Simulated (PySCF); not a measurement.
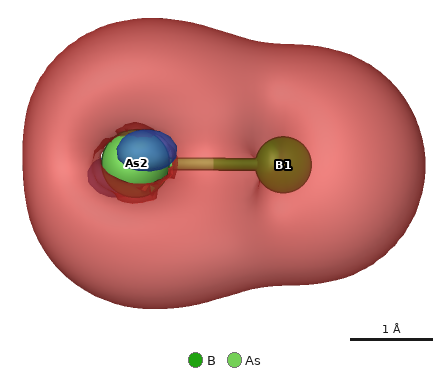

*BAs (triplet). Isosurfaces of the spin density (α minus β) at +0.02 (red) and −0.02 e/Å³ (blue), seen from one side.*

The calculation used PBE0/cc-pVTZ(-PP), non-relativistic Hamiltonian with scalar-relativistic core potentials where named, at a bond length of 1.850 Å (PySCF 2.14.0).

Describe the spin distribution.

The unpaired spin (2 electrons) lies mostly on B1 (about 1.1) and As2 (about 0.9), in electrons by Hirshfeld's partition.
